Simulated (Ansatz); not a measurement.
# C₂H₇NOSi: shape, modes and thermochemistry

Aim: relax C₂H₇NOSi from a cheap starting geometry, then compute its harmonic vibrations to see whether it is a minimum and to get the zero-point energy and entropy, and look at its orbitals and charge.

Method: RKS PBE0-D4/def2-TZVP; program: Ansatz 0.2.0, Gaussian basis.

Levels to be run: relaxation at PBE-D4/def2-SVP; relaxation at PBE0-D4/def2-TZVP; harmonic vibrations at the same level; a single point in def2-TZVPP for the fields.

### Step 1. Starting geometry

SMILES `CN(C)[Si]O`, 12 atoms, charge 0, spin multiplicity 1.

Atoms are counted from 1 here; the program's logs count them from 0.

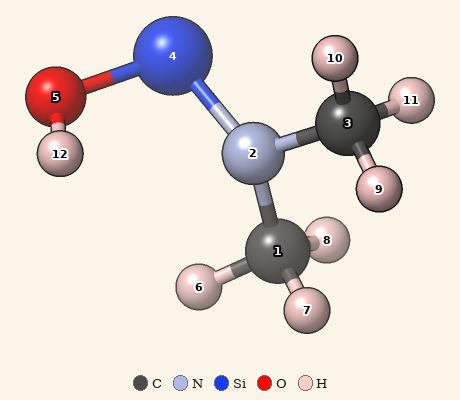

As it starts; carbon dark grey, nitrogen light blue, silicon blue, oxygen red, hydrogen pink; atoms are numbered from 1 in the order of the file.

As a file:

| atom | x (Å) | y (Å) | z (Å) |
| --- | --- | --- | --- |
| C1 | -1.0546 | -0.5620 | 0.4431 |
| N2 | 0.0961 | 0.0762 | -0.1697 |
| C3 | 1.2483 | -0.6133 | 0.3506 |
| Si4 | 0.1524 | 0.6765 | -1.7930 |
| O5 | -0.4585 | 2.2095 | -1.5932 |
| H6 | -1.9948 | 0.1015 | 0.2177 |
| H7 | -0.9950 | -0.5596 | 1.5278 |
| H8 | -1.2405 | -1.5147 | 0.0481 |
| H9 | 1.2617 | -0.6380 | 1.5022 |
| H10 | 2.2078 | -0.0851 | 0.1246 |
| H11 | 1.3421 | -1.6394 | 0.0024 |
| H12 | -0.4879 | 2.4933 | -0.6265 |

The start is a force-field geometry with small random shifts, so a cheaper pass at PBE-D4/def2-SVP comes first.

### Step 2. Geometry optimisation, PBE-D4/def2-SVP (cheap first pass)

Input file in.yaml:

```yaml
crystal:
  periodic: [false, false, false]
  atoms:
    - {symbol: C, position_ang: [-1.054600, -0.562000, 0.443100]}
    - {symbol: N, position_ang: [0.096100, 0.076200, -0.169700]}
    - {symbol: C, position_ang: [1.248300, -0.613300, 0.350600]}
    - {symbol: Si, position_ang: [0.152400, 0.676500, -1.793000]}
    - {symbol: O, position_ang: [-0.458500, 2.209500, -1.593200]}
    - {symbol: H, position_ang: [-1.994800, 0.101500, 0.217700]}
    - {symbol: H, position_ang: [-0.995000, -0.559600, 1.527800]}
    - {symbol: H, position_ang: [-1.240500, -1.514700, 0.048100]}
    - {symbol: H, position_ang: [1.261700, -0.638000, 1.502200]}
    - {symbol: H, position_ang: [2.207800, -0.085100, 0.124600]}
    - {symbol: H, position_ang: [1.342100, -1.639400, 0.002400]}
    - {symbol: H, position_ang: [-0.487900, 2.493300, -0.626500]}
basis:
  gaussian: {orbitals: def2-SVP}
hamiltonian: {xc: pbe, dispersion: d4}
relax: {f_tol: 0.03, max_steps: 200}
```

Launch:

```
ansatz run in.yaml --threads 4 --pin off --events-out ev --progress --plain --max-ram 10444MiB
```

Standard output, shortened:

```text
Functional definition: PBE
  name "PBE"
  cite "Perdew, Burke & Ernzerhof, Phys. Rev. Lett. 77, 3865 (1996) doi:10.1103/PhysRevLett.77.3865"
  parent pbe
[...]
1233 factors; their error is unknown
[...]
mean field -13584.73325892 eV, -499.2297392024 hartree, gradient 1.8e-5 eV, S^2 0.000000; 0 other end points of the search recorded, 0 dependent functions left out
[...]
reference -13584.73329396 eV, -499.2297404903 hartree; 24, 24 occupied and 85, 85 virtual orbitals, 1233 factors
relax step   1: F+E_penalty+E_count = -13584.99548105 eV  Δ(F+E_penalty+E_count) = +0.000e0 eV  max|allowed force component| = 4.055e0 eV/Å  Δτ_max = 0.0000 Å  (30 SCF iters, accepted)
[...]
relax step   4: F+E_penalty+E_count = -13585.73308996 eV  Δ(F+E_penalty+E_count) = -1.320e-1 eV  max|allowed force component| = 6.421e-1 eV/Å  Δτ_max = 0.1936 Å  (38 SCF iters, accepted)
[...]
relax step   7: F+E_penalty+E_count = -13585.96783081 eV  Δ(F+E_penalty+E_count) = -2.792e-2 eV  max|allowed force component| = 5.584e-1 eV/Å  Δτ_max = 0.2000 Å  (30 SCF iters, accepted)
[...]
relax step  10: F+E_penalty+E_count = -13585.98897139 eV  Δ(F+E_penalty+E_count) = -1.160e-3 eV  max|allowed force component| = 4.348e-2 eV/Å  Δτ_max = 0.0215 Å  (33 SCF iters, accepted)
[...]
1233 factors; their error is unknown
[...]
mean field -13585.72865076 eV, -499.2663191780 hartree, gradient 2.0e-5 eV, S^2 0.000000; 1 other end points of the search recorded, 0 dependent functions left out
[...]
reference -13585.72868544 eV, -499.2663204522 hartree; 24, 24 occupied and 85, 85 virtual orbitals, 1233 factors
Total energy: -13585.98971992 eV, -499.2759132926 hartree
Atom 0 at    -0.992771    -0.283538     0.436484 Å, force    -0.016672     0.000476     0.003019 eV/Å
Atom 1 at     0.304990     0.049713    -0.109150 Å, force     0.007499     0.001422    -0.001799 eV/Å
Atom 2 at     1.367575    -0.836056     0.337767 Å, force    -0.001923    -0.003615     0.002223 eV/Å
Atom 3 at     0.746525     1.357956    -1.213712 Å, force    -0.008699     0.001874    -0.001759 eV/Å
Atom 4 at    -0.715334     2.160168    -1.495178 Å, force     0.005761    -0.007048     0.005998 eV/Å
Atom 5 at    -1.779370     0.401058     0.053923 Å, force     0.013725    -0.013418     0.009314 eV/Å
Atom 6 at    -1.007184    -0.214310     1.550116 Å, force    -0.000486    -0.002914    -0.015439 eV/Å
Atom 7 at    -1.301708    -1.321185     0.166982 Å, force     0.002527     0.013915     0.002978 eV/Å
Atom 8 at     1.486667    -0.815958     1.446471 Å, force     0.000179     0.000822    -0.002712 eV/Å
Atom 9 at     2.333133    -0.524240    -0.114179 Å, force    -0.001320    -0.000503     0.000282 eV/Å
Atom 10 at     1.177395    -1.894590     0.042308 Å, force     0.001074     0.003191     0.002564 eV/Å
Atom 11 at    -1.542819     1.865884    -1.067732 Å, force    -0.001665     0.005799    -0.004669 eV/Å
Dipole moment:    -0.305913    -0.429985     0.404201 e Å
```

Run time: 9 s. Hardware: 4 threads of Intel Xeon 6975P-C, shared host.

The steps of the relaxation: (the energy doesn't fall at every step)

| step | energy from step 1 (eV) | largest force component (eV/Å) |
| --- | --- | --- |
| 1 | 0.0000 | 4.0553 |
| 2 | -0.4256 | 1.3860 |
| 3 | -0.6056 | 0.7782 |
| 4 | -0.7376 | 0.6421 |
| 5 | -0.8668 | 0.5469 |
| 6 | -0.9444 | 0.2224 |
| 7 | -0.9724 | 0.5584 |
| 8 | -0.9923 | 0.1592 |
| 9 | -0.9907 | 0.1138 |
| 10 | -0.9935 | 0.0435 |
| 11 | -0.9939 | 0.0054 |
| 12 | -0.9941 | 0.0366 |
| 13 | -0.9942 | 0.0167 |

The force was under the threshold of 0.03 eV/Å already at step 11, but the program went on to step 13.

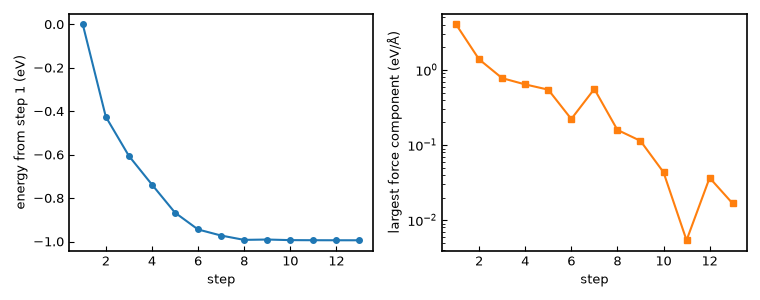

Energy and largest force along the relaxation.

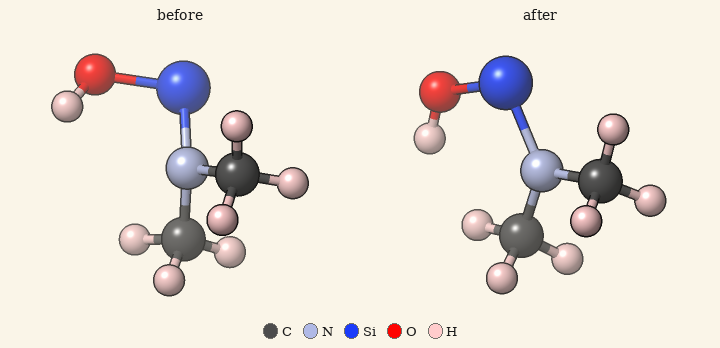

The geometry before (left) and after (right).

Close pairs (by a distance rule), those that changed most:

| bond | before (Å) | after (Å) | change (Å) |
| --- | --- | --- | --- |
| C1–H8 | 1.048 | 1.116 | +0.068 |
| C1–H6 | 1.173 | 1.111 | -0.062 |
| C3–H9 | 1.152 | 1.115 | -0.037 |
| N2–Si4 | 1.732 | 1.768 | +0.037 |
| O5–H12 | 1.008 | 0.977 | -0.031 |
| C1–H7 | 1.086 | 1.116 | +0.030 |
| Si4–O5 | 1.662 | 1.691 | +0.029 |
| C3–H11 | 1.088 | 1.115 | +0.028 |

### Step 3. Geometry optimisation, PBE0-D4/def2-TZVP

Input file in.yaml:

```yaml
crystal:
  periodic: [false, false, false]
  atoms:
    - {symbol: C, position_ang: [-0.992771, -0.283538, 0.436484]}
    - {symbol: N, position_ang: [0.304990, 0.049713, -0.109150]}
    - {symbol: C, position_ang: [1.367575, -0.836056, 0.337767]}
    - {symbol: Si, position_ang: [0.746525, 1.357956, -1.213712]}
    - {symbol: O, position_ang: [-0.715334, 2.160168, -1.495178]}
    - {symbol: H, position_ang: [-1.779370, 0.401058, 0.053923]}
    - {symbol: H, position_ang: [-1.007184, -0.214310, 1.550116]}
    - {symbol: H, position_ang: [-1.301708, -1.321185, 0.166982]}
    - {symbol: H, position_ang: [1.486667, -0.815958, 1.446471]}
    - {symbol: H, position_ang: [2.333133, -0.524240, -0.114179]}
    - {symbol: H, position_ang: [1.177395, -1.894590, 0.042308]}
    - {symbol: H, position_ang: [-1.542819, 1.865884, -1.067732]}
basis:
  gaussian: {orbitals: def2-TZVP}
hamiltonian: {xc: pbe0, dispersion: d4}
relax: {f_tol: 0.005, max_steps: 150}
```

The command is unchanged.

Standard output, shortened:

```text
Functional definition: PBE0
  name "PBE0"
  cite "Adamo & Barone, J. Chem. Phys. 110, 6158 (1999) doi:10.1063/1.478522"
  cite "Perdew, Burke & Ernzerhof, Phys. Rev. Lett. 77, 3865 (1996) doi:10.1103/PhysRevLett.77.3865"
  parent pbe
[...]
1242 factors; their error is unknown
[...]
mean field -13596.25841842 eV, -499.6532810018 hartree, gradient 2.4e-5 eV, S^2 0.000000; 0 other end points of the search recorded, 0 dependent functions left out
[...]
reference -13596.25845014 eV, -499.6532821678 hartree; 24, 24 occupied and 179, 179 virtual orbitals, 1242 factors
relax step   1: F+E_penalty+E_count = -13596.47798802 eV  Δ(F+E_penalty+E_count) = +0.000e0 eV  max|allowed force component| = 1.060e0 eV/Å  Δτ_max = 0.0000 Å  (29 SCF iters, accepted)
[...]
Atom 2 at     1.350701    -0.823089     0.333104 Å, force     0.000134    -0.001465     0.000835 eV/Å
Atom 3 at     0.732387     1.332821    -1.192962 Å, force     0.001301    -0.001219     0.000693 eV/Å
Atom 4 at    -0.683156     2.138660    -1.486761 Å, force    -0.001784     0.000844     0.000118 eV/Å
Atom 5 at    -1.778002     0.371350     0.084394 Å, force     0.001162     0.000091     0.000083 eV/Å
Atom 6 at    -0.977772    -0.233496     1.536484 Å, force    -0.000235    -0.000507     0.000402 eV/Å
Atom 7 at    -1.271979    -1.315954     0.166495 Å, force    -0.000381     0.000096     0.000362 eV/Å
Atom 8 at     1.461288    -0.793845     1.424260 Å, force     0.000490    -0.000659     0.000379 eV/Å
Atom 9 at     2.301951    -0.519517    -0.112791 Å, force    -0.000559     0.000679    -0.000360 eV/Å
Atom 10 at     1.153954    -1.862419     0.041934 Å, force     0.000353    -0.000452     0.000403 eV/Å
Atom 11 at    -1.518654     1.884251    -1.087269 Å, force     0.000462    -0.000014    -0.000932 eV/Å
Dipole moment:    -0.311261    -0.438509     0.412120 e Å
```

It took 13 s on 4 threads of Intel Xeon 6975P-C, shared host.

Relaxation path:

| step | energy from step 1 (eV) | largest force component (eV/Å) |
| --- | --- | --- |
| 1 | 0.0000 | 1.0602 |
| 2 | -0.0663 | 0.5828 |
| 3 | -0.0814 | 0.0741 |
| 4 | -0.0815 | 0.1093 |
| 5 | -0.0825 | 0.0356 |
| 6 | -0.0827 | 0.0123 |
| 7 | -0.0827 | 0.0035 |

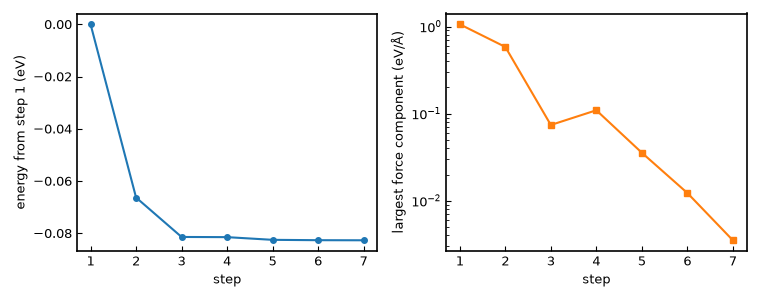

Energy and force, step by step.

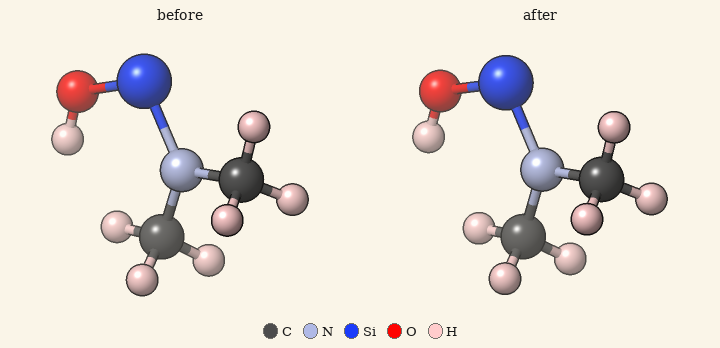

Before and after, at one scale.

Close pairs (by a distance rule), those that changed most:

| bond | before (Å) | after (Å) | change (Å) |
| --- | --- | --- | --- |
| N2–Si4 | 1.768 | 1.727 | -0.042 |
| Si4–O5 | 1.691 | 1.655 | -0.036 |
| C1–H6 | 1.111 | 1.092 | -0.019 |
| C1–H7 | 1.116 | 1.097 | -0.019 |
| C1–H8 | 1.116 | 1.097 | -0.018 |
| C3–H11 | 1.115 | 1.097 | -0.018 |
| C3–H9 | 1.115 | 1.097 | -0.018 |
| C3–H10 | 1.111 | 1.094 | -0.017 |

Mulliken charges of the relaxed molecule (report file):

| atom | value (e) |
| --- | --- |
| C1 | -0.29 |
| N2 | -0.15 |
| C3 | -0.29 |
| Si4 | 0.23 |
| O5 | -0.50 |
| H6 | 0.08 |
| H7 | 0.13 |
| H8 | 0.13 |
| H9 | 0.12 |
| H10 | 0.14 |
| H11 | 0.12 |
| H12 | 0.29 |

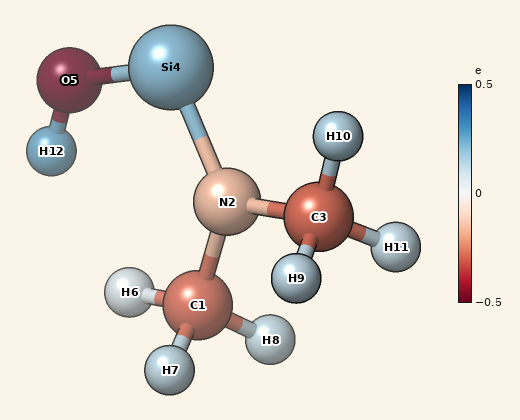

Mulliken charges of the relaxed molecule (report file), as colours on the atoms.

### Step 4. Vibrations by finite differences

Input file in.yaml:

```yaml
crystal:
  periodic: [false, false, false]
  atoms:
    - {symbol: C, position_ang: [-0.987678, -0.292282, 0.440809]}
    - {symbol: N, position_ang: [0.294058, 0.058420, -0.113598]}
    - {symbol: C, position_ang: [1.350701, -0.823089, 0.333104]}
    - {symbol: Si, position_ang: [0.732387, 1.332821, -1.192962]}
    - {symbol: O, position_ang: [-0.683156, 2.138660, -1.486761]}
    - {symbol: H, position_ang: [-1.778002, 0.371350, 0.084394]}
    - {symbol: H, position_ang: [-0.977772, -0.233496, 1.536484]}
    - {symbol: H, position_ang: [-1.271979, -1.315954, 0.166495]}
    - {symbol: H, position_ang: [1.461288, -0.793845, 1.424260]}
    - {symbol: H, position_ang: [2.301951, -0.519517, -0.112791]}
    - {symbol: H, position_ang: [1.153954, -1.862419, 0.041934]}
    - {symbol: H, position_ang: [-1.518654, 1.884251, -1.087269]}
basis:
  gaussian: {orbitals: def2-TZVP}
hamiltonian: {xc: pbe0, dispersion: d4}
phonons: {temperatures: {t_min: 298.15, t_max: 900, t_step: 200}}
```

Same command.

Standard output, shortened:

```text
Functional definition: PBE0
  name "PBE0"
  cite "Adamo & Barone, J. Chem. Phys. 110, 6158 (1999) doi:10.1063/1.478522"
  cite "Perdew, Burke & Ernzerhof, Phys. Rev. Lett. 77, 3865 (1996) doi:10.1103/PhysRevLett.77.3865"
  parent pbe
[...]
1242 factors; their error is unknown
[...]
mean field -13596.33932603 eV, -499.6562543018 hartree, gradient 2.7e-5 eV, S^2 0.000000; 0 other end points of the search recorded, 0 dependent functions left out
[...]
reference -13596.33935729 eV, -499.6562554505 hartree; 24, 24 occupied and 179, 179 virtual orbitals, 1242 factors
[...]
1242 factors; their error is unknown
mean field -13596.33914445 eV, -499.6562476289 hartree, gradient 9.9e-7 eV, S^2 0.000000; 0 other end points of the search recorded, 0 dependent functions left out
[...]
reference -13596.33917572 eV, -499.6562487779 hartree; 24, 24 occupied and 179, 179 virtual orbitals, 1242 factors
[...]
Atom 5 at    -1.778002     0.371350     0.084394 Å, force     0.001122     0.000060     0.000116 eV/Å
Atom 6 at    -0.977772    -0.233496     1.536484 Å, force    -0.000256    -0.000494     0.000387 eV/Å
Atom 7 at    -1.271979    -1.315954     0.166495 Å, force    -0.000389     0.000082     0.000358 eV/Å
Atom 8 at     1.461288    -0.793845     1.424260 Å, force     0.000499    -0.000662     0.000367 eV/Å
Atom 9 at     2.301951    -0.519517    -0.112791 Å, force    -0.000559     0.000674    -0.000357 eV/Å
Atom 10 at     1.153954    -1.862419     0.041934 Å, force     0.000360    -0.000478     0.000396 eV/Å
Atom 11 at    -1.518654     1.884251    -1.087269 Å, force     0.000401    -0.000025    -0.000910 eV/Å
Dipole moment:    -0.311261    -0.438512     0.412122 e Å
Vibrations: 56.12 173.77 239.89 241.50 287.36 350.17 380.66 384.02 650.57 759.91 862.75 1008.10 1082.55 1109.09 1166.77 1230.25 1316.80 1437.26 1462.36 1463.98 1475.15 1496.28 1518.64 3001.86 3007.07 3050.28 3057.50 3103.82 3112.22 3861.36 cm⁻¹, zero-point energy 2.625244 eV
```

Wall time 86 s (4 threads of Intel Xeon 6975P-C, shared host).

Motions are named by where the mode's potential energy lies. The modes, unscaled (a negative number is an imaginary wavenumber):

| mode | cm⁻¹ | motion |
| --- | --- | --- |
| 1 | 56 | torsion |
| 2 | 174 | torsion |
| 3 | 240 | torsion with bend |
| 4 | 241 | bend with torsion |
| 5 | 287 | torsion |
| 6 | 350 | bend |
| 7 | 381 | torsion |
| 8 | 384 | bend |
| 9 | 651 | Si–N and C–N stretch |
| 10 | 760 | bend |
| 11 | 863 | Si–O stretch |
| 12 | 1008 | C–N stretch with bend |
| 13 | 1083 | bend with torsion |
| 14 | 1109 | bend |
| 15 | 1167 | bend |
| 16 | 1230 | C–N stretch |
| 17 | 1317 | bend |
| 18 | 1437 | bend |
| 19 | 1462 | bend |
| 20 | 1464 | bend |
| 21 | 1475 | bend |
| 22 | 1496 | bend |
| 23 | 1519 | bend |
| 24 | 3002 | C–H stretch |
| 25 | 3007 | C–H stretch |
| 26 | 3050 | C–H stretch |
| 27 | 3057 | C–H stretch |
| 28 | 3104 | C–H stretch |
| 29 | 3112 | C–H stretch |
| 30 | 3861 | O–H stretch |

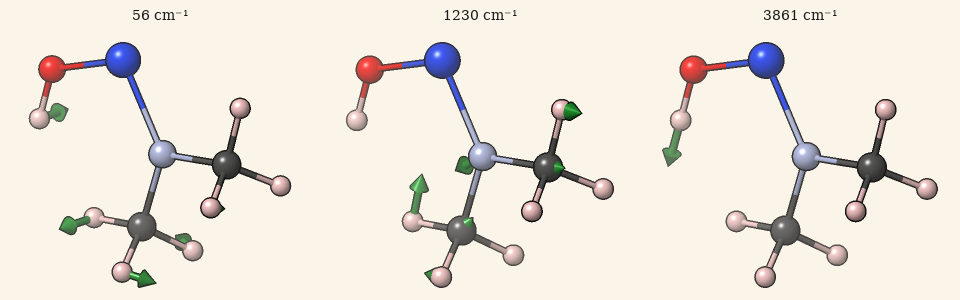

How the atoms move in 3 of the modes.

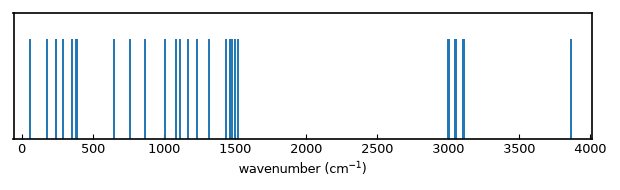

The harmonic wavenumbers as sticks (no intensities were computed).

From these modes and the moments of inertia (298.15 K, 1 bar, symmetry number 1):

| term | value |
| --- | --- |
| zero-point energy | 60.5 kcal/mol |
| H(298) − E | 65.6 kcal/mol |
| entropy, translation | 164.9 J/(mol K) |
| entropy, rotation | 110.3 J/(mol K) |
| entropy, vibration | 68.9 J/(mol K) |
| entropy, total | 344.1 J/(mol K) |

### Step 5. A single point for the fields

in.yaml, as its differences from that of step 4:

```diff
@@ -16,4 +16,4 @@
 basis:
-  gaussian: {orbitals: def2-TZVP}
+  gaussian: {orbitals: def2-TZVPP}
 hamiltonian: {xc: pbe0, dispersion: d4}
-phonons: {temperatures: {t_min: 298.15, t_max: 900, t_step: 200}}
+output: {orbitals: {seedname: orbitals}}
```

Launched as before.

Standard output:

```text
Functional definition: PBE0
  name "PBE0"
  cite "Adamo & Barone, J. Chem. Phys. 110, 6158 (1999) doi:10.1063/1.478522"
  cite "Perdew, Burke & Ernzerhof, Phys. Rev. Lett. 77, 3865 (1996) doi:10.1103/PhysRevLett.77.3865"
  parent pbe
  parameter a = 0.25
  parameter kappa = 0.804
  parameter beta = 0.06672455060314922
  exchange = (1 - a)*pbe_x(kappa = kappa, mu = beta*pi^2/3) + a*exact_x
  correlation = pbe_c(beta = beta)
1370 factors; their error is unknown
mean field evaluation 1: about -13584.0832 eV, gradient 7.9e1 eV
mean field evaluation 2: about -13563.0365 eV, gradient 1.2e2 eV
mean field evaluation 4: about -13596.3060 eV, gradient 8.6e0 eV
mean field evaluation 8: about -13596.4280 eV, gradient 1.9e-1 eV
mean field evaluation 16: about -13596.4439 eV, gradient 1.3e-4 eV
mean field -13596.44385147 eV, -499.6600955407 hartree, gradient 3.8e-5 eV, S^2 0.000000; 0 other end points of the search recorded, 0 dependent functions left out
reference -13596.44388360 eV, -499.6600967215 hartree; 24, 24 occupied and 240, 240 virtual orbitals, 1370 factors
Total energy: -13596.66523437 eV, -499.6682312125 hartree
```

It took 1.6 s on 4 threads of Intel Xeon 6975P-C, shared host; peak memory 0.65 GiB.

The fields below are evaluated on a grid from the run's orbitals.

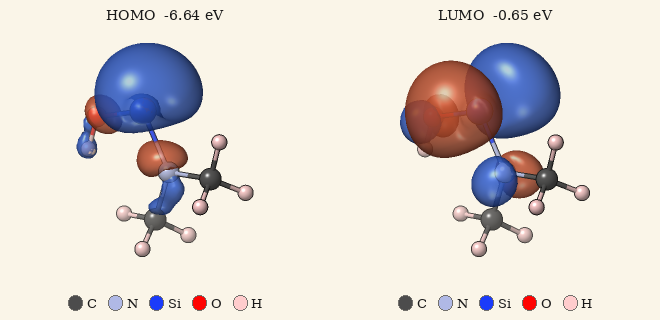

Frontier orbitals at PBE0-D4/def2-TZVPP; each surface holds 70 % of the orbital's density, blue and red mark the sign.

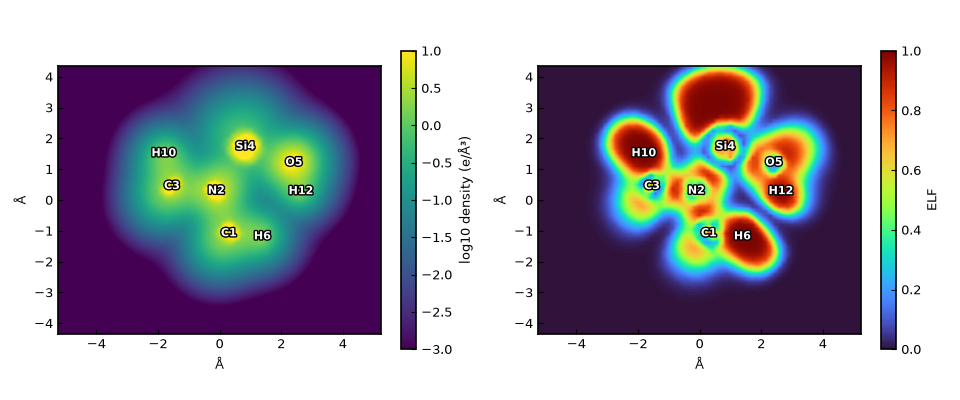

Density (left) and ELF (right) in a plane through or near 8 of the atoms.

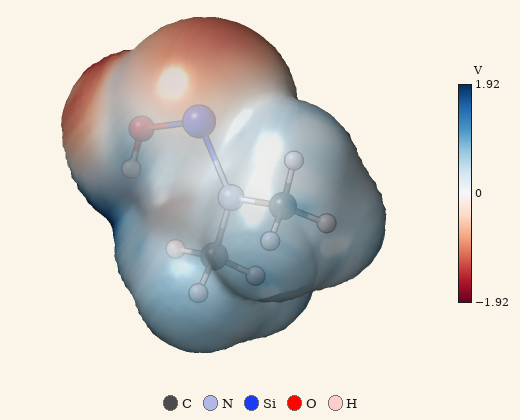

Electrostatic potential on the surface of density 0.002 e/bohr³; red is low, blue high. It runs, from the 1st to the 99th percentile, from -1.35 V near O5 to 1.92 V near H12.

### Step 6. Summary of results

```
                  quantity            value
               point group               Cs
                     steps           13 + 7
shift from the start (rms)          0.555 Å
              total energy   -13596.5607 eV
           dispersion term         -221 meV
             dipole moment           3.25 D
lowest, highest wavenumber    56, 3861 cm⁻¹
         zero-point energy    60.5 kcal/mol
       entropy at 298.15 K  344.1 J/(mol K)
                HOMO, LUMO  -6.64, -0.65 eV
```

The atoms moved 0.56 Å (rms) from the start; the bond that changed most is C1–H6, from 1.173 to 1.092 Å. No mode is imaginary: a true minimum at this level. The stiffest mode, 3861 cm⁻¹, is an O–H stretch, and 2 modes under 200 cm⁻¹ make the vibrational entropy uncertain. Harmonic hybrid wavenumbers usually lie a few per cent above measured fundamentals. The largest Mulliken charge, -0.50 e, sits on O5. The HOMO lies mostly on Si4 76 %; N2 9 % and the LUMO on Si4 69 %; N2 11 %.
